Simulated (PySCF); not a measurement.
## Electronic structure of C6H15ClSi (SMILES CCCC[C@](C)([SiH3])Cl) in real space

Input file:

```
{"job": {"kind": "nmr", "xc": "PBE0", "basis": "pcSseg-1"}, "charge": 0, "multiplicity": 1}
C      3.449663     0.136086    -0.136129
C      2.140886    -0.306288    -0.778908
C      0.943446    -0.017731     0.123559
C     -0.366053    -0.483820    -0.504450
C     -1.593898    -0.291345     0.376547
C     -2.835464    -0.790938    -0.345972
Si    -1.838821     1.485700     1.063850
Cl    -1.401786    -1.324365     1.853874
H      3.600317    -0.378327     0.810437
H      3.439696     1.207196     0.053754
H      4.292176    -0.088285    -0.786120
H      2.009489     0.211498    -1.732187
H      2.184698    -1.377753    -0.987538
H      0.891109     1.056379     0.317912
H      1.084870    -0.525227     1.079521
H     -0.538778     0.072436    -1.430651
H     -0.275747    -1.542491    -0.768263
H     -2.707969    -1.821446    -0.677343
H     -3.706258    -0.746832     0.303976
H     -3.025063    -0.167994    -1.218667
H     -3.181586     1.536601     1.637227
H     -0.839662     1.764314     2.088401
H     -1.730021     2.419617    -0.059812
```

Launched as:

```sh
OMP_NUM_THREADS=1 python probes_run.py task.json out
```

Geometry: GFN2-xTB.

These are results of PySCF, PBE0/pcSseg-1, SCF density, gas phase, non-relativistic, not measurements.

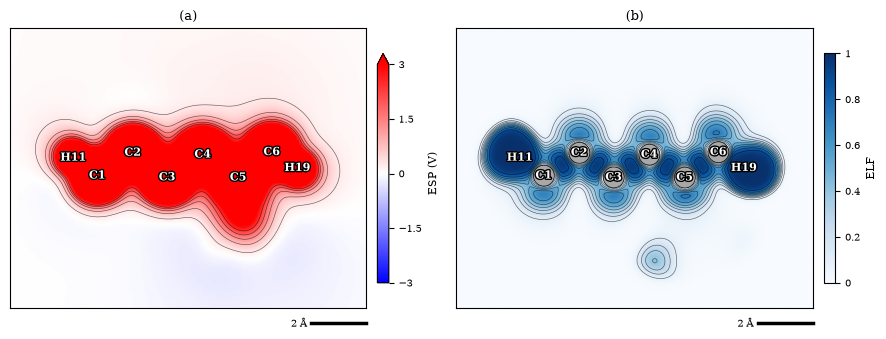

Figure 1. (a) molecular electrostatic potential; (b) electron localisation function on the plane of atoms C3, C4 and C5. Grey discs cover the atomic cores in the ELF map.

Interpret the plot.

Atoms in the plane: C and H. C–C (1.52 Å): the ELF peaks at about 0.95 between the atoms; a shared electron pair. C–H (1.09 Å): the ELF climbs to about 1 towards the hydrogen, as it does in any bond to H (a covalent bond by its length). The potential has no marked negative region in this plane.

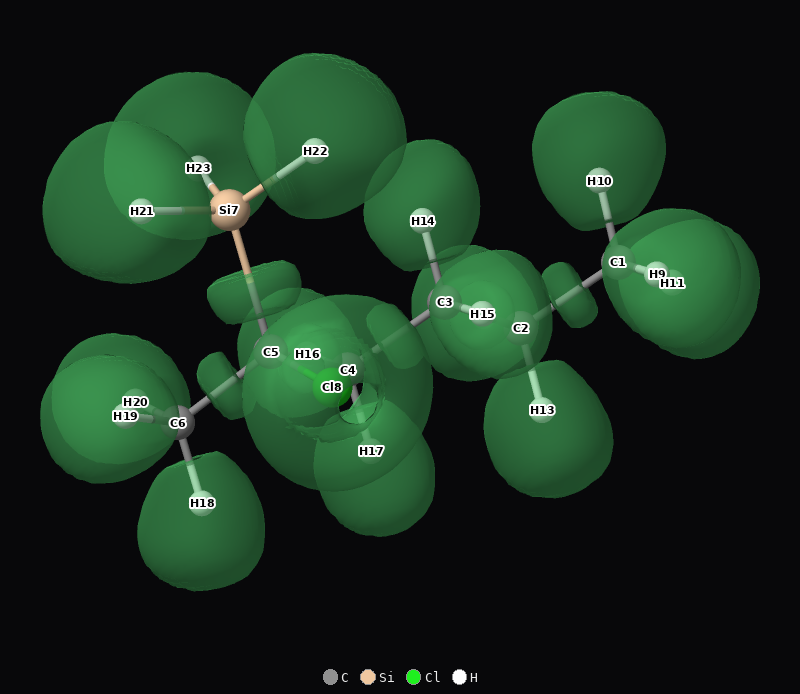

Figure 2. Isosurface of the ELF at 0.8 (green), seen at an oblique angle. Only the valence region is drawn (cores and ρ < 0.01 e/Å³ removed).

Where are the electrons localised?

At this value the surface marks out five regions between bonded C–C atoms (shared pairs), one region between bonded C–Cl atoms (shared pairs), one region between bonded C–Si atoms (shared pairs), 15 regions around hydrogen nuclei and one ring or bowl of non-bonding electrons around Cl.


 C–Cl (1.81 Å): the ELF peaks at about 0.85 between the atoms, as expected for a shared electron pair.

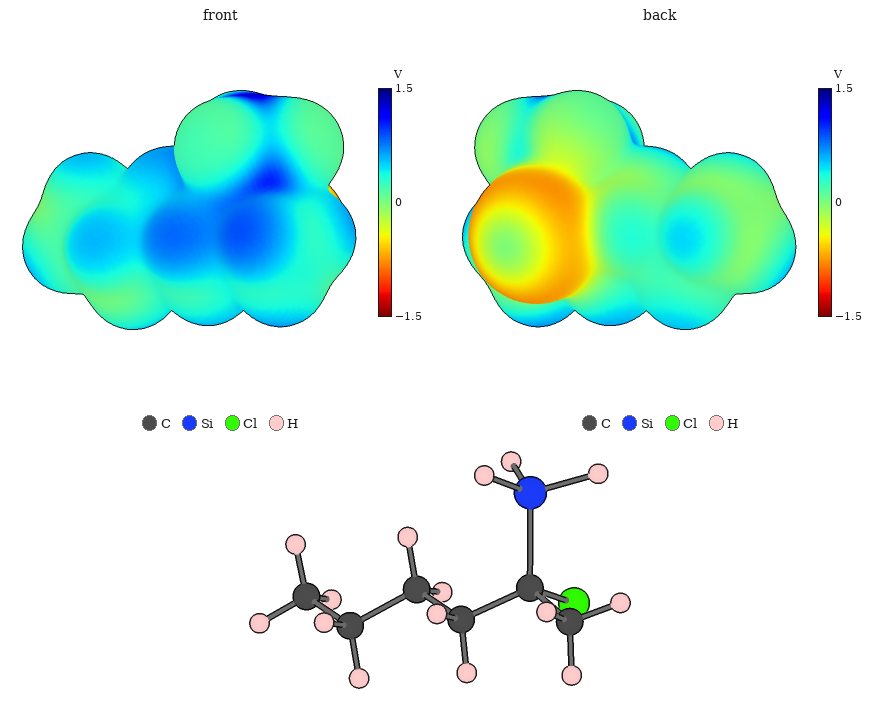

Figure 3. The molecular electrostatic potential painted on the density surface at 0.002 e/bohr³, seen from the front and from behind; the colour scale runs from red (negative) to blue (positive). The bare structure is drawn below in the same view.

Describe the electrostatic potential map.

The most negative region (about −0.8 V) lies over Cl8, the most positive (about +1.2 V) over Si7.

What dipole moment does the calculation give?

Its dipole moment is 1.94 D.
